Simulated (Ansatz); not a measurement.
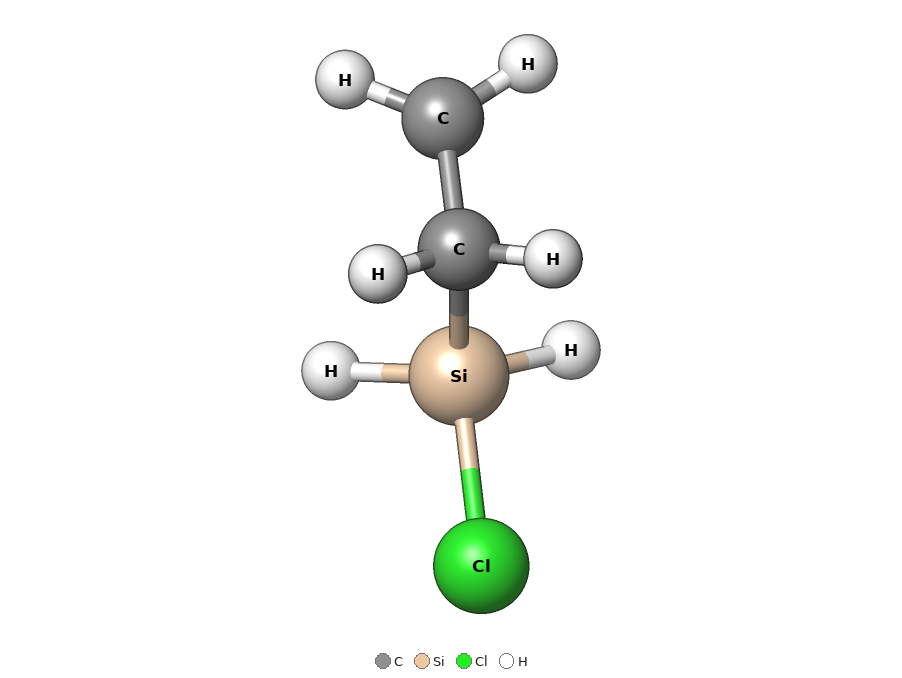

Rendered structure (ball-and-stick style).

The species is neutral and a spin doublet.

What is the molecular formula?

C2H6ClSi, 10 atoms: 2 carbon, 6 hydrogen, 1 chlorine and 1 silicon.

Name functional groups in it.

Among them: Si–H bond.

Give the symmetry (Schoenflies symbol).

Cs.

More results for the same structure follow; atom numbers are the same in all pictures, views and colours differ. The computed structure is the end point of a PBE0-D4/def2-TZVP optimisation.

## Dipole moment

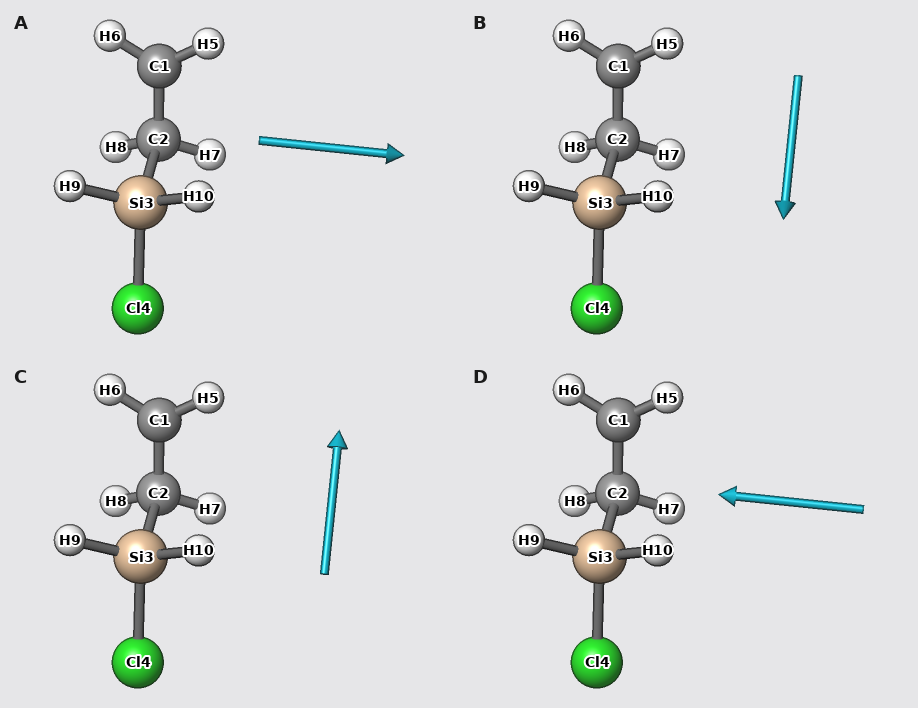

The same molecule four times, each with an arrow. Properties computed with UKS PBE0-D4/def2-TZVP (Ansatz 0.2.0).

Which arrow points along the dipole moment, from the negative to the positive end?

C. The dipole moment is 1.65 D; it points from the side of Cl4 to the side of H5, H6 (the outermost atoms at the two ends).

## Electronic properties

Properties computed with UKS r2SCANh-D4/def2-TZVPP (Ansatz 0.2.0).

Computed properties:

- HOMO energy (Kohn–Sham orbital): −5.61 eV
- ⟨S²⟩ of the determinant: 0.758
- dispersion correction: −5.3 kJ/mol

## Vibrations

Harmonic vibrations computed with UKS PBE0-D4/def2-TZVP (Ansatz 0.2.0) at a stationary point of the same level.

List the wavenumbers.

24 modes: 92, 131, 234, 247, 493, 520, 531, 677, 702, 769, 854, 946, 957, 1093, 1120, 1237, 1430, 1468, 2244, 2253, 3053, 3114, 3172, 3277 cm⁻¹.
